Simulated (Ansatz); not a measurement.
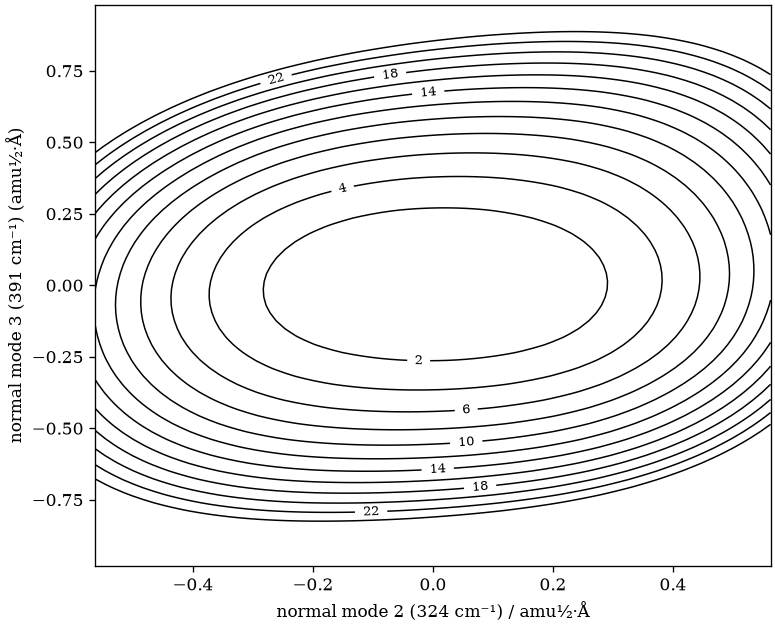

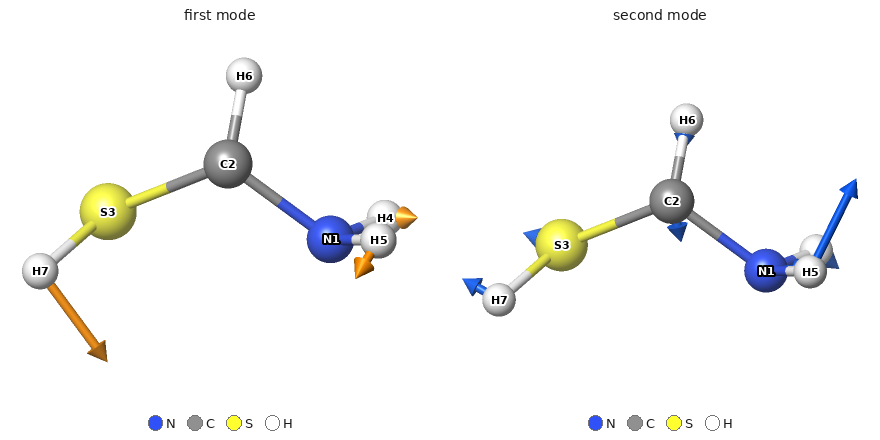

Energy landscape of CH4NS, SMILES N[CH-]S, charge −1. First axis: normal mode 2 (324 cm⁻¹). Second axis: normal mode 3 (391 cm⁻¹). Nothing is relaxed (straight displacements along the two mass-weighted modes). Grid: 9 × 9 points. Points are written as (first, second). Energies: kJ/mol, counted from the lowest grid point. The calculation used Ansatz, RKS B3LYP-D4/def2-TZVPD.

Drawn: contour lines labelled in kJ/mol (none above 24). Between grid points the surface is interpolated. The second picture is the structure at the lowest point

Question: What does the map say about the system?

Answer: The lowest grid point is at (0.000 amu½·Å, 0.000 amu½·Å). No other kind of well shows on this grid. The highest grid point, (−0.563 amu½·Å, 0.982 amu½·Å), lies 66.8 kJ/mol above the lowest.

Grid values (kJ/mol):

```csv
"normal mode 3 (391 cm⁻¹) ↓, normal mode 2 (324 cm⁻¹) →",−0.563,−0.422,−0.281,−0.141,0.000,0.141,0.281,0.422,0.563
0.982,66.8,53.4,43.9,37.5,33.3,30.9,30.0,31.2,35.4
0.736,42.0,31.0,23.7,19.4,17.0,16.1,16.5,18.8,24.0
0.491,25.3,16.4,10.9,8.1,6.9,6.9,8.0,11.0,16.7
0.245,15.8,8.4,4.2,2.2,1.6,2.0,3.4,6.5,12.6
0.000,12.1,5.5,2.0,0.4,0.0,0.4,1.8,5.2,11.7
−0.245,12.8,6.8,3.5,2.1,1.7,2.2,3.9,7.7,15.0
−0.491,17.5,11.8,8.9,7.7,7.6,8.4,10.8,15.6,24.2
−0.736,26.6,21.5,19.1,18.5,19.1,20.8,24.3,30.6,41.0
−0.982,41.5,37.3,35.9,36.3,38.1,41.1,46.1,54.1,66.5
```

The input of one point:

```yaml
crystal:
  periodic: [false, false, false]
  atoms:
    - { symbol: "N", position_ang: [-0.875784, -0.038211, -0.625094] }
    - { symbol: C, position_ang: [0.362172, 0.439127, 0.01325] }
    - { symbol: S, position_ang: [1.047089, -0.814371, 1.140378] }
    - { symbol: H, position_ang: [-1.738362, 0.112676, -0.092777] }
    - { symbol: H, position_ang: [-0.993963, 0.397524, -1.529373] }
    - { symbol: H, position_ang: [0.166106, 1.273718, 0.702079] }
    - { symbol: H, position_ang: [2.032732, -1.370462, 0.391538] }
total_charge: -1
basis:
  gaussian: { orbitals: def2-TZVPD }
hamiltonian:
  xc: { name: B3LYP }
  dispersion: d4
output:
  forces: true
```

Each point was launched as `ansatz run input.yaml --threads 1 --pin off --max-ram 2560MiB --backend cpu --events-out ev --progress --plain --runs-dir out`. The whole map (81 points run) took 11 min on 1 thread of Arm Neoverse V1 (shared host).
